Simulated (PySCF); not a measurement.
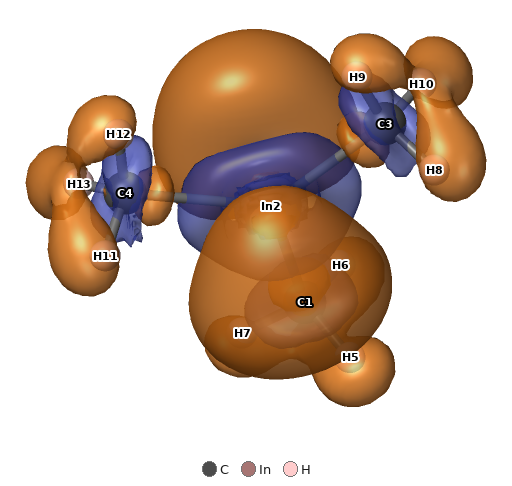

Figure. C3H9In, SMILES `C[In](C)C`. Fukui function f⁺ = ρ(N+1) − ρ(N) at fixed geometry, surfaces at ±0.01 e/Å³ (orange positive, blue negative).

Method: PBE0/def2-SVP; geometry: GFN2-xTB; program: PySCF. Core potentials replace the inner electrons of In; spin–orbit coupling isn't included. No frequency check shows the geometry to be a minimum. GFN2-xTB bond lengths at metals and heavier atoms can be off by up to 0.1 Å and shapes distorted, which carries into these values.

Input

```python
import numpy as np
from pyscf import gto, scf, dft
from pyscf.scf import atom_ks, atom_hf
from scipy.linalg import block_diag

def solve(mol, dm0=None, hcore=None):
    mf = (dft.UKS if mol.spin else dft.RKS)(mol, xc='pbe0')
    mf.grids.level = 3
    mf = mf.density_fit(auxbasis='def2-universal-jkfit')
    mf.conv_tol, mf.max_cycle = 1e-8, 80
    if hcore is not None:
        mf.get_hcore = lambda *args: hcore
    mf.kernel(dm0)
    if not mf.converged:
        mf = mf.newton().run(mf.mo_coeff, mf.mo_occ, max_cycle=30)
    assert mf.converged, 'SCF not converged'
    return mf

mol = gto.M(atom='''
C      0.47424     2.18933    -0.00217
In    -0.00189    -0.00247     0.00153
C      1.67211    -1.49611    -0.00221
C     -2.13928    -0.68369    -0.00169
H      0.98754     2.45738    -0.92536
H      1.12720     2.43100     0.83619
H     -0.43838     2.77832     0.07770
H      2.24796    -1.40557    -0.92288
H      1.28050    -2.50956     0.07164
H      2.33823    -1.30993     0.83979
H     -2.58993    -0.47996    -0.97284
H     -2.19966    -1.75262     0.19771
H     -2.70302    -0.14553     0.75966
''', basis='def2-svp', ecp={'In': 'def2-svp'}, charge=0, spin=0, verbose=4)
mf = solve(mol)
out = dict(e0=mf.e_tot, dm0=mf.make_rdm1(), c=mf.mo_coeff, occ=mf.mo_occ, eps=mf.mo_energy)
for name, dq, spin in [('cation', 1, 1), ('anion', -1, 1)]:
    ion = mol.copy().set(charge=mol.charge + dq, spin=spin).build()
    mi = solve(ion)
    if spin and dq > 0 and mol.nao < 130:
        c, _, stable, _ = mi.stability(return_status=True)
        if not stable:
            mi = solve(ion, mi.make_rdm1(c, mi.mo_occ))
    print(name, 'vertical energy change / eV', (mi.e_tot - mf.e_tot) * 27.211386)
    out.update({'e_' + name: mi.e_tot, 'dm_' + name: mi.make_rdm1(), 's2_' + name: mi.spin_square()[0], 'eps_' + name: mi.mo_energy, 'occ_' + name: mi.mo_occ})
# spherically averaged free atoms, for the promolecule
atom_ks.AtomSphAverageRKS.init_guess_by_vsap = lambda self, mol=None: self.init_guess_by_minao(mol)  # core potentials
atm = atom_ks.get_atm_nrks(mol, xc='pbe0')
pro = block_diag(*[(atm[a[0]][2] * atm[a[0]][3]) @ atm[a[0]][2].T for a in mol._atom])
np.savez('result.npz', pro=pro, **out)
```

Run with:

```sh
OMP_NUM_THREADS=1 python input.py
```

The run took 4.7 min on 1 thread of Intel(R) Xeon(R) Platinum 8259CL CPU @ 2.50GHz (Skylake/Cascade Lake), with other jobs on the host, peak memory 0.66 GiB.

Partitions, critical points and surface values were worked out afterwards from this run's density.

Which atoms respond most to the addition of an electron?

Answer. f⁺ (Hirshfeld-condensed) is largest on In2 (0.59); the vertical electron affinity is −0.58 eV (the stability of the anion's solution wasn't checked; negative, but this basis has no diffuse functions, so it doesn't show that the anion is unbound). Condensed values hint at sites of nucleophilic attack but needn't mark the atom that reacts. Orbital relaxation makes it negative in places (0.15 e in all).
